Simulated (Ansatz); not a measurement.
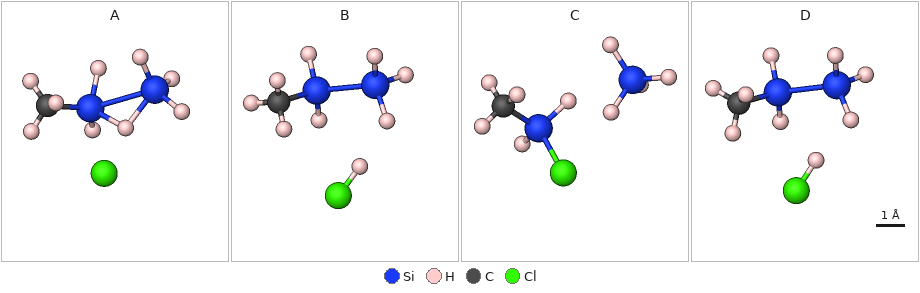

4 geometries from a converged minimum-energy path of CH₉ClSi₂, shuffled. A ball-and-stick model, seen at a tilt.

The calculation used RKS revPBE-D4/6-31G* in Ansatz. Run with 7 movable images; climbing image; force threshold 0.03 eV/Å; iteration limit 60; starting path through a guess of the saddle point.

> Which frame is the top of the path?

A. In order along the path, whose images run from 0 to 8: B (image 0, 0.0 kcal/mol), D (image 1, +1.2 kcal/mol), A (image 3, +32.5 kcal/mol), C (image 6, −20.0 kcal/mol). Breaking: Cl–H (1.30 → 3.55 Å), Si–Si (2.35 → 4.15 Å). Forming: Cl–Si (4.14 → 2.09 Å), H–Si (3.03 → 1.50 Å).

The run took 3.2 min on 2 threads of Intel(R) Xeon(R) Platinum 8488C (Sapphire Rapids) (shared host), peak memory 0.16 GiB.
